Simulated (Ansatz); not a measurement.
**CuO: test of scalar relativity from a Python script**

The task is a test of scalar relativity, for CuO.

All numbers are computed with Ansatz 0.2.0 through its Python package. The levels of theory stand in the script.

## Step 1: Starting point

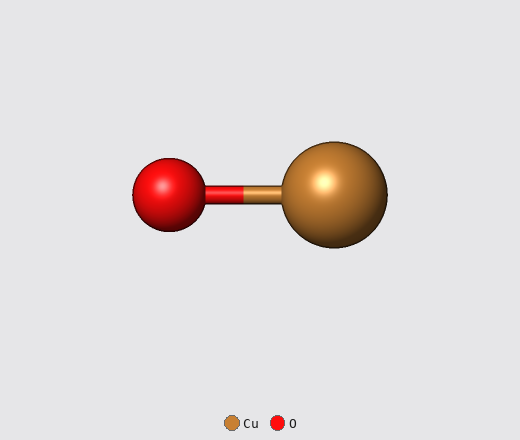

The starting structure, viewed from a chosen angle; copper orange, oxygen red.

The script holds or builds the structure itself.

## Step 2: Script

The input, run_x2c.py:

```python
# -*- coding: utf-8 -*-
"""Scalar relativity in CuO."""

import ansatz as az
from ase import Atoms
import numpy as np

atoms = Atoms(["Cu", "O"], positions=[
    (0.0, 0.0, 0.0),
    (0.0, 0.0, 1.735),
])
molecule = az.Crystal.molecule_from_ase(atoms)

calc = (
    molecule.calculation()
    .functional("b3lyp", dispersion="d3bj")
    .spin("collinear", total=1)
    .forces()
)
# a set contracted for a scalar-relativistic Hamiltonian goes with the relativistic run
sets = {"none": "cc-pVTZ", "scalar": "cc-pVTZ-DK"}
found = {kind: calc.basis(gaussian=basis).pseudopotentials(relativity=kind).run(threads=1, pin="off").report for kind, basis in sets.items()}
for kind, each in found.items():
    dipole = 4.803205 * np.linalg.norm(each["charge_distribution"]["dipole_moment_e_ang"])
    print(f"{kind:7s} E = {each['free_energy_ev']:.4f} eV  dipole {dipole:.3f} D  largest force component {np.abs(each['forces_ev_ang']).max():.4f} eV/A")
print(f"relativity lowers the total energy by {found['none']['free_energy_ev'] - found['scalar']['free_energy_ev']:.3f} eV")
```

## Step 3: Running it

The run is started by

```
> python run_x2c.py
```

Output:

```text
none    E = -46688.7331 eV  dipole 4.331 D  largest force component 0.2976 eV/A
scalar  E = -47078.1520 eV  dipole 4.190 D  largest force component 0.2406 eV/A
relativity lowers the total energy by 389.419 eV
```

Wall time 33 s (1 thread of Arm Neoverse V1, shared host); peak memory 0.29 GiB.

## Step 4: What each run gave

From the records of these 2 runs:

```
run       basis  relativity  energy (eV)  <S²>  SCF cycles  CPU time (s)
  1     cc-pVTZ        none  -46688.7331  0.77          72            16
  2  cc-pVTZ-DK      scalar  -47078.1520  0.77          75            17
```

## Step 5: Summary of results

| quantity | value |
| --- | --- |
| relativistic lowering of the total energy | 389.419 eV |
| runs compared | 2 |

The total moves by -389.4 eV, nearly all in the cores, and the dipole from 4.33 to 4.19 D. Notes:
- The geometry is a force-field or estimated start, not a minimum of this method. The basis set changes with the Hamiltonian (a set recontracted for scalar relativity), and most of the change in the total lies in the cores.
- The species is open-shell (spin multiplicity 2).
- b3lyp holds the VWN-RPA fit, as in Gaussian; the form of ORCA and Turbomole is b3lyp5.
- The spin state was assumed, and another may lie lower.
